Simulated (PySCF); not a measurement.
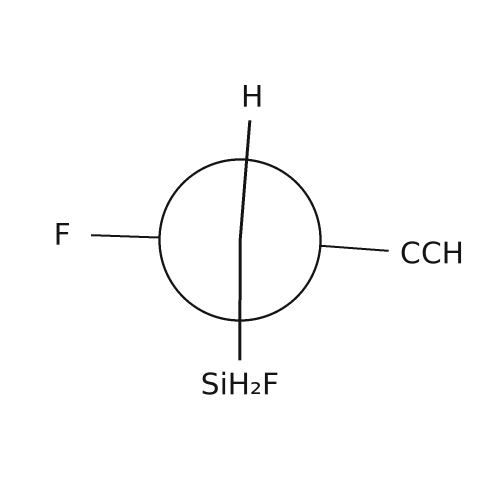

A Newman projection along the B–B bond, boron in front; angles are drawn as computed, but eclipsed bonds slightly apart. Computed geometry: PBE0-D3(BJ)/def2-SVP optimisation. No frequency run is at hand to confirm it as a minimum.

Q: Which molecule is it?

A: C2H4B2F2Si, C#CB(F)B[SiH2]F

Q: What is the torsion angle from the front SiH2F to the back F? The sign is positive where the front bond must turn clockwise to cover the back bond.

A: 92°, about perpendicular.
